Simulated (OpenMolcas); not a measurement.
**Ar⁺: CASSCF and CASPT2 terms and fine-structure levels**

Wanted: the level scheme of Ar⁺ from active-space wave functions, then second-order correlation under several settings.

Program: OpenMolcas 26.06. Level of theory: state-averaged CASSCF and CASPT2, spin-orbit coupling by RASSI with atomic mean-field integrals. These are calculated values, not measurements, unless marked.

2 further runs of the same task are left out: 2 that didn't finish.

### Step 1. What is computed

```
Species                           : Ar⁺ (argon, Z = 18, 17 electrons)
Basis                             : ANO-R3 [6s5p4d2f1g], 64 functions
Scalar Hamiltonian                : X2C, finite nucleus
Inactive shells                   : 1s 2s 2p
Active space                      : 7 electrons in 4 orbitals (3s 3p)
Some configurations of this space : 3s 3p6, 3s2 3p5
Orbitals                          : optimised for each spin and parity, averaged over the low roots
```

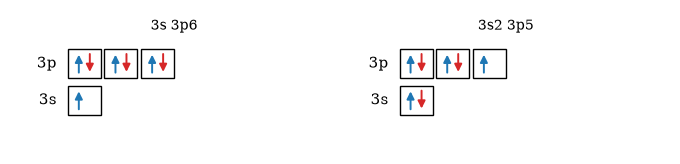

Occupation of the outer shells (arrows by Hund's rule).

Each step is its own input file, run in one work folder so that later steps find the files of earlier ones. Labels, J, g values, rates, χT and fits are worked out afterwards by a script from the matrices that RASSI stores.

### Step 2. One- and two-electron integrals

File a.inp:

```
&GATEWAY
Coord
1

Ar 0.0 0.0 0.0
Basis=ANO-R3
Group=XYZ
NoMove
AngMom=0.0 0.0 0.0
AMFI
&SEWARD
```

The run is started by

```bash
$ OMP_NUM_THREADS=1 MOLCAS_MEM=2252 MOLCAS_PROJECT=a pymolcas a.inp > a.log
```

Standard output:

```text
Basis set label: AR.ANO-R...6S5P4D2F1G.

      Electronic valence basis set:
      ------------------
      Associated Effective Charge  18.000000 au
      Associated Actual Charge     18.000000 au
      Nuclear Model: Finite nucleus - Gaussian distribution
        Gaussian exponent, Xi/bohr**(-2):  3.57222E+08

      Shell  nPrim  nBasis  Cartesian Spherical Contaminant
         s      17       6        X
         p      12       5        X
         d       7       4                 X
         f       5       2                 X
         g       2       1                 X
                  Relativistic X2C integrals
                  Atomic mean-field integrals
```

### Step 3. A faulty input for the next step

File a.inp:

```
&RASSCF
FileOrb=start.orb
Symmetry=2
Spin=2
nActEl=7 0 0
Inactive=3 2
Ras2=1 3
CIRoot=3 3 1
SDav=3
CIMx=300
Iter=76 100
PrWF=0.3
OrbListing=Nothing
MaxOrb=0
Atom
CIOnly
>>> COPY $Project.JobIph JOB001
```

The end of its output:

```text
--- RASSCF ---
Wave function specifications:
      -----------------------------

      Number of closed shell electrons          10
      Number of electrons in active shells       7
      Max number of holes in RAS1 space          0
      Max nr of electrons in RAS3 space          0
      Number of inactive orbitals                5
      Number of active orbitals                  4
      Number of secondary orbitals              55
      Spin quantum number                      0.5
      State symmetry                             2
Orbital specifications:
      -----------------------

      Symmetry species                           1   2
                                                ag  au
      Frozen orbitals                            0   0
      Inactive orbitals                          3   2
      Active orbitals                            1   3
      RAS1 orbitals                              0   0
      RAS2 orbitals                              1   3
      RAS3 orbitals                              0   0
      Secondary orbitals                        31  24
      Deleted orbitals                           0   0
      Number of basis functions                 35  29
      Number of CSFs                             3
      Number of root(s) required                 3
      Iter CI   SX   CI       RASSCF       Energy    max ROT     max BLB   max BLB  Level Ln srch  Step   QN
          iter iter root      energy       change     param      element    value   shift minimum  type update
 Nr of preliminary CI iterations:   1
        1   1    0    0  -523.34016355    0.00E+00   0.00E+00    3   5 1 -5.30E-01*  0.00   0.00    SX    NO
      Natural orbitals and occupation numbers for root  1
      sym 1:   2.000000
      sym 2:   2.000000   1.000000   2.000000
      Natural orbitals and occupation numbers for root  2
      sym 1:   2.000000
      sym 2:   2.000000   2.000000   1.000000
      Natural orbitals and occupation numbers for root  3
      sym 1:   2.000000
      sym 2:   1.000000   2.000000   2.000000
::    RASSCF root number  1 Total energy:   -526.44229543
::    RASSCF root number  2 Total energy:   -526.44229543
::    RASSCF root number  3 Total energy:   -517.13589978
--
  Molden files will not be produced
      Average orbitals are written to the RASORB file
--- Stop Module: rasscf at  /rc=_RC_ALL_IS_WELL_ ---
>>> COPY a.JobIph JOB001
.##################.
.# Happy landing! #.
.##################.
```

The cause: The inactive counts of the gerade and ungerade irreps are swapped. The mended input follows.

### Step 4. CASSCF: doublets of odd parity, 3 roots

File a.inp:

```
&RASSCF
FileOrb=start.orb
Symmetry=2
Spin=2
nActEl=7 0 0
Inactive=2 3
Ras2=1 3
CIRoot=3 3 1
SDav=3
CIMx=300
Iter=120 100
PrWF=0.3
OrbListing=Nothing
MaxOrb=0
Atom
>>> COPY $Project.JobIph JOB001
```

start.orb holds the contracted functions of the basis, ordered by shell, or the orbitals of the step before.

Standard output, cut to the lines that bear on the results:

```text
[...]
      Number of active orbitals                  4
[...]
      Spin quantum number                      0.5
[...]
      Active orbitals                            1   3
[...]
      Number of CSFs                             3
      Number of root(s) required                 3
[...]
 ###    WARNING: Problems in orbital optimization.                           ###
 ###                                                                         ###
 ###                                                                         ###
[...]
      Convergence after  4 iterations
[...]
      Natural orbitals and occupation numbers for root  1
      sym 1:   2.000000
      sym 2:   2.000000   1.000000   2.000000
      Natural orbitals and occupation numbers for root  2
      sym 1:   2.000000
      sym 2:   1.000000   2.000000   2.000000
      Natural orbitals and occupation numbers for root  3
      sym 1:   2.000000
      sym 2:   2.000000   2.000000   1.000000
::    RASSCF root number  1 Total energy:   -528.08888833
::    RASSCF root number  2 Total energy:   -528.08888833
::    RASSCF root number  3 Total energy:   -528.08888833
```

The warning on the orbital optimisation comes with active orbitals that are nearly full or empty in all roots, whose rotations are then almost redundant.

### Step 5. Reference wave functions, doublets of even parity, 1 root

File a.inp:

```
&RASSCF
FileOrb=start.orb
Symmetry=1
Spin=2
nActEl=7 0 0
Inactive=2 3
Ras2=1 3
CIRoot=1 1 1
SDav=1
CIMx=300
Iter=120 100
PrWF=0.3
OrbListing=Nothing
MaxOrb=0
Atom
>>> COPY $Project.JobIph JOB002
```

Standard output, cut to the lines that bear on the results:

```text
[...]
      Number of active orbitals                  4
[...]
      Spin quantum number                      0.5
[...]
      Active orbitals                            1   3
[...]
      Number of CSFs                             1
      Number of root(s) required                 1
[...]
 ###    WARNING: Problems in orbital optimization.                           ###
 ###                                                                         ###
 ###                                                                         ###
[...]
      Convergence after  7 iterations
[...]
      Natural orbitals and occupation numbers for root  1
      sym 1:   1.000000
      sym 2:   2.000000   2.000000   2.000000
::    RASSCF root number  1 Total energy:   -527.40277706
```

The warning on the orbital optimisation comes with active orbitals that are nearly full or empty in all roots, whose rotations are then almost redundant.

### Step 6. RASSI: spin-orbit coupling between the states

File a.inp:

```
&RASSI
NrOfJobIphs=2 3 1
1 2 3
1
IphNames
JOB001
JOB002
EJob
SpinOrbit
DIPRint=1.0
SOCoupling=1000.0
Subsets=2
MEES
Property=10
'ANGMOM' 1 'ANGMOM' 2 'ANGMOM' 3 'MLTPL  1' 1 'MLTPL  1' 2 'MLTPL  1' 3
'AMFI' 1 'AMFI' 2 'AMFI' 3 'MLTPL  2' 6
SOProperty=3
'ANGMOM' 1 'ANGMOM' 2 'ANGMOM' 3
```

Standard output:

```text
SPIN-FREE ENERGIES:
  (Shifted by EMIN (a.u.) =       -528.0888883272)

 SF State       Relative EMIN(au)   Rel lowest level(eV)    D:o, cm**(-1)      L_eff

     1             0.0000000000        0.0000000000              0.0000         1.0
     2             0.0000000000        0.0000000000              0.0000         1.0
     3             0.0000000000        0.0000000000              0.0000         1.0
     4             0.6861112685       18.6700387348         150584.0177         0.0
     Dipole printing threshold changed to   1.00000000E+00

++ Dipole transition strengths (spin-free states):
   -----------------------------------------------
     for osc. strength at least  1.00000000E+00

  ( Max oscillator strength is only   0.31389336711069382      )
--
Eigenvalues of complex Hamiltonian:
   -----------------------------------
  (Shifted by EMIN (a.u.) =       -528.0888883272)

 SO State       Relative EMIN(au)   Rel lowest level(eV)    D:o, cm**(-1)     J-value

     1            -0.0020490352        0.0000000000              0.0000         1.1
     2            -0.0020490352        0.0000000000              0.0000         1.1
     3            -0.0020490352        0.0000000000              0.0000         1.2
     4            -0.0020490352        0.0000000000              0.0000         1.2
     5             0.0040980703        0.1672712607           1349.1337         0.4
     6             0.0040980703        0.1672712607           1349.1337         0.4
     7             0.6861112685       18.7257958217         151033.7290         0.4
     8             0.6861112685       18.7257958217         151033.7290         0.4
Weights of the five most important spin-orbit-free states for each spin-orbit state.

 SO State  Total energy (au)           Spin-free states, spin, and weights
 -------------------------------------------------------------------------------------------------------
    1        -0.002049       3 0.5  0.6621    1 0.5  0.2148    2 0.5  0.1230    4 0.5  0.0000
    2        -0.002049       3 0.5  0.6540    1 0.5  0.1918    2 0.5  0.1542    4 0.5  0.0000
    3        -0.002049       1 0.5  0.5000    2 0.5  0.5000    4 0.5  0.0000    3 0.5  0.0000
    4        -0.002049       2 0.5  0.5561    1 0.5  0.4267    3 0.5  0.0172    4 0.5  0.0000
    5         0.004098       1 0.5  0.3333    2 0.5  0.3333    3 0.5  0.3333    4 0.5  0.0000
    6         0.004098       1 0.5  0.3333    3 0.5  0.3333    2 0.5  0.3333    4 0.5  0.0000
    7         0.686111       4 0.5  1.0000    3 0.5  0.0000    2 0.5  0.0000    1 0.5  0.0000
    8         0.686111       4 0.5  1.0000    3 0.5  0.0000    2 0.5  0.0000    1 0.5  0.0000
 -------------------------------------------------------------------------------------------------------
```

These steps took 5.8 s in all on 1 thread, shared host.

The roots that group into whole terms:

```
configuration  term  E (cm-1)
      3s2 3p5   2P*       0.0
       3s 3p6    2S    150584
```

Levels with spin-orbit coupling, from the RASSI matrices grouped by J:

```csv
Configuration,Term,J,E (cm-1),Leading %
3s2 3p5,2P*,3/2,0.0,100
3s2 3p5,2P*,1/2,1349,100
3s 3p6,2S,1/2,151034,100
```

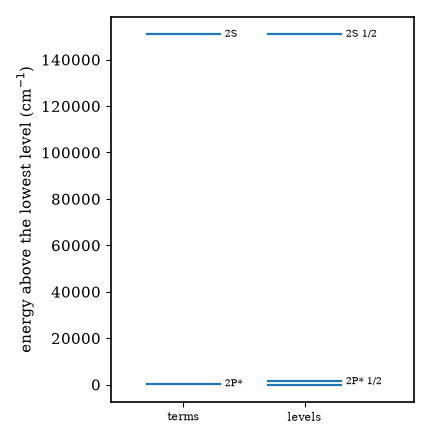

Terms (left) and the levels that spin-orbit coupling splits them into (right).

Orbitals of the lowest block:

```
shell     space  energy (hartree)  mean occupation  ⟨r²⟩ (bohr²)
   1s  inactive         -119.6137            2.000       0.00985
   2s  inactive          -12.9235            2.000         0.199
   2p  inactive          -10.0871            6.000         0.174
   3s      RAS2                              2.000          2.19
   3p      RAS2                              5.000          2.86
```

The strongest lines between these levels (CASSCF energies, vacuum wavelengths; moments from the reference wave functions; branching within the model space):

```
          upper            lower  type  λ (nm)   A (s-1)  branching %
  3s 3p6 2S 1/2  3s2 3p5 2P* 3/2    E1   66.21  9.58e+09         67.3
  3s 3p6 2S 1/2  3s2 3p5 2P* 1/2    E1   66.81  4.66e+09         32.7
3s2 3p5 2P* 1/2  3s2 3p5 2P* 3/2    M1    7412  4.44e-02        100.0
```

No electric-quadrupole rates were computed, so the branching of forbidden lines counts M1 decays alone.

### Step 7. CASPT2: IPEA 0.25, imaginary shift 0.1 (closed shells correlated: 2s 2p)

File a.inp:

```
>>> COPY JOB001 $Project.JobIph
&CASPT2
Multistate=3 1 2 3
Frozen=1 0
IPEA=0.25
Imaginary=0.1
MaxIter=60
WThr=0.0 0.3 0.05
PrWF=0.5
NoMix
>>> COPY JOB002 $Project.JobIph
&CASPT2
Multistate=1 1
Frozen=1 0
IPEA=0.25
Imaginary=0.1
MaxIter=60
WThr=0.0 0.3 0.05
PrWF=0.5
NoMix
```

Standard output:

```text
Orbital specifications:
      -----------------------

      Symmetry species                           1   2
                                                ag  au
      Frozen orbitals                            1   0
      Inactive orbitals                          1   3
      Active orbitals                            1   3
      Secondary orbitals                        32  23
      Deleted orbitals                           0   0
      Number of basis functions                 35  29
Type of calculation                        MS-CASPT2
      Fock operator                              state-specific
      IPEA shift                                 0.25
      Real shift                                 0.00
      Imaginary shift                            0.10
      The input orbitals will be transformed to quasi-canonical
Reference energy:        -528.0888883272
      E2 (Non-variational):      -0.4514830766
      Shift correction:          -0.0001874452
      E2 (Variational):          -0.4516705218
      Total energy:            -528.5405588490
      Residual norm:              0.0000000773
      Reference weight:           0.94176
      Contributions to the CASPT2 correlation energy
      Active & Virtual Only:         -0.1940322843
      One Inactive Excited:          -0.0633491339
      Two Inactive Excited:          -0.1941016584
Reference energy:        -528.0888883272
      E2 (Non-variational):      -0.4514830766
      Shift correction:          -0.0001874452
      E2 (Variational):          -0.4516705218
      Total energy:            -528.5405588490
      Residual norm:              0.0000000773
      Reference weight:           0.94176
      Contributions to the CASPT2 correlation energy
      Active & Virtual Only:         -0.1940322843
      One Inactive Excited:          -0.0633491339
      Two Inactive Excited:          -0.1941016584
::    CASPT2 Root  1     Total energy:   -528.54055885
::    CASPT2 Root  2     Total energy:   -528.54055885
::    CASPT2 Root  3     Total energy:   -528.54055885
::    MS-CASPT2 Root  1     Total energy:   -528.54055885
::    MS-CASPT2 Root  2     Total energy:   -528.54055885
::    MS-CASPT2 Root  3     Total energy:   -528.54055885
Orbital specifications:
      -----------------------

      Symmetry species                           1   2
                                                ag  au
      Frozen orbitals                            1   0
      Inactive orbitals                          1   3
      Active orbitals                            1   3
      Secondary orbitals                        32  23
      Deleted orbitals                           0   0
      Number of basis functions                 35  29
Type of calculation                        SS-CASPT2
      Fock operator                              state-specific
      IPEA shift                                 0.25
      Real shift                                 0.00
      Imaginary shift                            0.10
      The input orbitals will be transformed to quasi-canonical
Reference energy:        -527.4027770587
      E2 (Non-variational):      -0.5681642008
      Shift correction:          -0.0012103199
      E2 (Variational):          -0.5693745206
      Total energy:            -527.9721515793
      Residual norm:              0.0000001009
      Reference weight:           0.85921
      Contributions to the CASPT2 correlation energy
      Active & Virtual Only:         -0.3031208042
      One Inactive Excited:          -0.0707831713
      Two Inactive Excited:          -0.1942602253
::    CASPT2 Root  1     Total energy:   -527.97215158
```

This run: 1.1 s of run time, 1 thread, shared host.

SS-CASPT2: lowest energy less the reference's lowest, -0.4517 hartree; reference weights 0.859 to 0.942, a spread that points to intruder states, a small active space or orbitals unfit for some roots. These are the single-state energies of the run (the lines without MS-).

Levels with spin-orbit coupling, from the RASSI matrix with the averaged CASPT2 term energies on its diagonal:

| Configuration | Term | J | E (cm-1) | Leading % |
| --- | --- | --- | --- | --- |
| 3s2 3p5 | 2P* | 3/2 | 0.0 | 100 |
| 3s2 3p5 | 2P* | 1/2 | 1349 | 100 |
| 3s 3p6 | 2S | 1/2 | 125200 | 100 |

### Step 8. A CASPT2 run with a fault

a.inp: that of step 7 with these lines changed.

```diff
@@ -5,3 +5,3 @@
 IPEA=0.25
-Imaginary=0.1
+Shift=2.0
 MaxIter=60
@@ -15,3 +15,3 @@
 IPEA=0.25
-Imaginary=0.1
+Shift=2.0
 MaxIter=60
```

The run is started by

```bash
$ OMP_NUM_THREADS=1 MOLCAS_MEM=2252 MOLCAS_PROJECT=a pymolcas a.inp > a.log
```

Standard output, cut to the lines that bear on the results:

```text
[...]
      Active orbitals                            1   3
[...]
      E2 (Variational):          -0.4255889896
      Total energy:            -528.5144773168
[...]
::    CASPT2 Root  1     Total energy:   -528.51447732
::    CASPT2 Root  2     Total energy:   -528.51447732
[...]
::    MS-CASPT2 Root  1     Total energy:   -528.51447732
::    MS-CASPT2 Root  2     Total energy:   -528.51447732
::    MS-CASPT2 Root  3     Total energy:   -528.51447732
[...]
      E2 (Variational):          -0.4975080013
      Total energy:            -527.9002850600
[...]
      Reference weight:           0.96173
[...]
::    CASPT2 Root  1     Total energy:   -527.90028506
```

This run took 1 s in all on 1 thread, shared host.

Diagnosis: The level shift is far too large and damps the second-order energy.

Its levels beside those of the sound run (SS-CASPT2, IPEA 0.25, imaginary shift 0.1 (closed shells correlated: 2s 2p)), in cm-1:

```
          level  this run  sound run
3s2 3p5 2P* 3/2       0.0        0.0
3s2 3p5 2P* 1/2      1349       1349
  3s 3p6 2S 1/2    135249     125201
```

The levels move by 5000 cm⁻¹ on average and by 10000 cm⁻¹ at most. They are not used below.

### Step 9. The methods side by side

A. CASSCF
B. SS-CASPT2, IPEA 0.25, imaginary shift 0.1 (closed shells correlated: 2s 2p)

Energies in cm-1 above each method's lowest level; measured values from NIST Handbook of Basic Atomic Spectroscopic Data.

```
          level       A       B  measured
3s2 3p5 2P* 3/2     0.0     0.0       0.0
3s2 3p5 2P* 1/2    1349    1349      1432
  3s 3p6 2S 1/2  151034  125200    108722
```

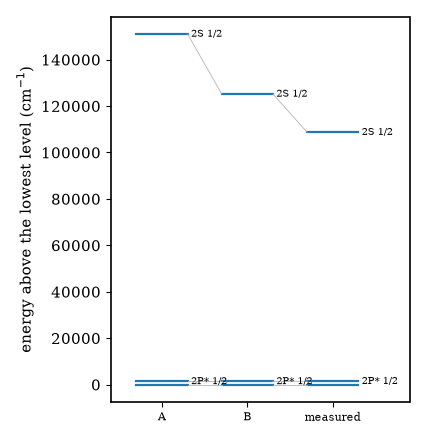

The same levels, method by method, beside the measured ones.

Mean absolute deviation from the 2 measured excited levels that all methods hold: A 21000 cm⁻¹, B 8300 cm⁻¹.

### Step 10. Outcome

| quantity | value |
| --- | --- |
| method | SS-CASPT2, IPEA 0.25, imaginary shift 0.1 (closed shells correlated: 2s 2p) |
| lowest level | 3s2 3p5 2P* 3/2, 100 % of that term, g = 1.334 |
| ground level listed by NIST | 2P°3/2 |
| first excited level | 3s2 3p5 2P* 1/2 at 1349 cm-1 |
| lowest level of another term | 3s 3p6 2S 1/2 at 125200 cm-1 |
| spin-orbit lowering of the lowest level | 450 cm-1 |
| strongest of the lines computed, by gA, at CASSCF energies | 3s 3p6 2S 1/2 → 3s2 3p5 2P* 3/2, 66.21 nm, A = 9.58e+09 s⁻¹ |

Cost and accuracy by method:

```
                                              method  time of its own steps  time with the reference  mean absolute difference from the measured levels (cm-1)
                                           A. CASSCF                  5.8 s                    5.8 s                                                     21000
B. SS-CASPT2, IPEA 0.25, imaginary shift 0.1, +2s 2p                  1.1 s                    6.9 s                                                      8300
```

Times are of one thread on a shared host.

What this shows: The multiplet 2P* is inverted. Method B lies closest to the measured levels (8300 cm⁻¹ on average) and A farthest (21000). Only the configurations of the active space and the roots asked for are present. Reference weights range from 0.86 to 0.94, which points to intruder states or a small active space for some roots. Only valence configurations of the active space appear, up to the ionisation limit; * or ° marks odd parity.
